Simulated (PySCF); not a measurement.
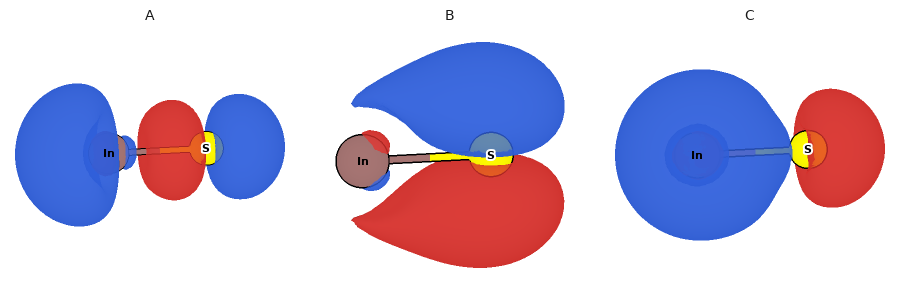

Figure. InS (doublet). Three frontier β-spin orbitals, each drawn at the value that holds 80 % of its norm (blue and red are the two phases), in no order; of a degenerate pair one member is drawn.

Method: PBE0/x2c-SVPall, spin-free X2C-1e, Gaussian nucleus, at a bond length of 2.284 Å (PySCF).

Name the orbitals and rank them from lowest to highest energy.

Answer. Orbital C: σ, occupied in this spin, −9.63 eV; shared between the atoms (In 65 %, S 35 %).
Orbital B: π, occupied in this spin, −6.59 eV; mainly on S (85 %).
Orbital A: σ, empty in this spin, −4.32 eV; shared between the atoms (In 55 %, S 45 %).
